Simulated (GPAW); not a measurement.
## Convergence study of the plane-wave cutoff for InAs (R3m, 2 atoms in the cell)

```
CELL_PARAMETERS angstrom
      0.00000     3.02091     3.02091
      3.02091     0.00000     3.02091
      3.02091     3.02091     0.00000
ATOMIC_POSITIONS crystal
  In 0.00478 0.00478 0.00478
  As 0.25000 0.25000 0.25000
```

Method: LDA (Perdew-Wang 92), GPAW PAW datasets LDA (gpaw-data 1.0.1) (plane waves; GPAW).

Base settings: mode = pw; ecut = 550 eV; xc = LDA; kpts = 3 3 3; mesh shift (steps) = 0 0 0; occupations.name = fermi-dirac; occupations.width = 0.05 eV; nbands = -8; convergence.bands = -6; symmetry.symmorphic = false.

Moved along: nbands, convergence.bands.

The second cell is the first with its lattice scaled by 0.98.

The mesh stays at the base's, so the ladder's end is converged at best in this setting alone.

Only quantities that move along the ladder and can be compared are tabulated.

The count of work is k-points × plane waves × bands × iterations; it is no time. 

The starting cell has typed, rounded lattice constants, without a prior relaxation at this level. Its lattice was rescaled by up to half a per cent. One atom was moved a little off its site on purpose. The run gives no clean gap (levels at the Fermi energy touch, overlap or are partly filled at this smearing), which alone does not show that the compound is a metal. Without a gap this mesh is coarse (it stands for a supercell whose shortest vector is 13 Å).

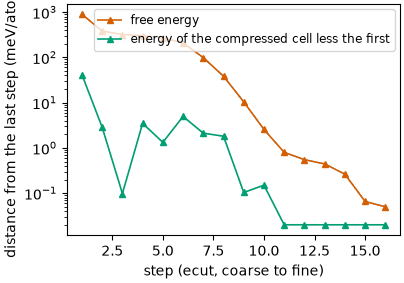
Figure: Distance from the last step along the ladder; very small values are drawn at a floor.

| ecut | free energy less the last step's (meV/atom) | energy of the compressed cell less the first (meV/atom) | pressure (GPa) | count of work / last |
|---|---|---|---|---|
| 190 eV | 898.90 | -8.85 | -26.12 | 0.064 |
| 220 eV | 381.07 | 35.46 | -3.11 | 0.069 |
| 250 eV | 319.90 | 32.69 | 0.79 | 0.088 |
| 275 eV | 303.32 | 36.08 | 0.17 | 0.096 |
| 300 eV | 270.72 | 31.27 | -0.82 | 0.11 |
| 330 eV | 209.76 | 27.64 | -1.58 | 0.13 |
| 385 eV | 98.89 | 34.71 | -1.19 | 0.16 |
| 440 eV | 38.35 | 30.78 | -0.13 | 0.19 |
| 495 eV | 10.41 | 32.70 | 0.70 | 0.23 |
| 550 eV | 2.56 | 32.74 | 1.05 | 0.24 |
| 605 eV | 0.80 | 32.60 | 1.17 | 0.31 |
| 660 eV | 0.55 | 32.60 | 1.19 | 0.35 |
| 740 eV | 0.44 | 32.60 | 1.19 | 0.42 |
| 825 eV | 0.26 | 32.60 | 1.19 | 0.49 |
| 960 eV | 0.07 | 32.59 | 1.19 | 0.62 |
| 1100 eV | 0.01 | 32.59 | 1.19 | 0.76 |
| 1320 eV | 0.00 | 32.59 | 1.19 | 1.0 |

Coarsest ecut that holds the free energy within 0.5 meV/atom of the last step, with all finer ones: 740 eV, at 0.42 of the last step's count of work; the step before is off by 0.55 meV/atom.

Coarsest ecut that holds the energy of the compressed cell less the first within 0.2 meV/atom of the last step, with all finer ones: 495 eV, at 0.23 of the last step's count of work; the step before is off by 1.8 meV/atom.

Coarsest ecut that holds the pressure within 0.2 GPa of the last step, with all finer ones: 550 eV, at 0.24 of the last step's count of work; the step before is off by 0.49 GPa.

The energy difference between the two cells stays within 1 meV/atom of the last step's from 495 eV on, the total only from 605 eV on: much of the error is common to both cells and cancels.

At the lowest cutoff the pressure lies 27.3 GPa under the last step's, the usual sign of Pulay stress in an incomplete plane-wave basis.
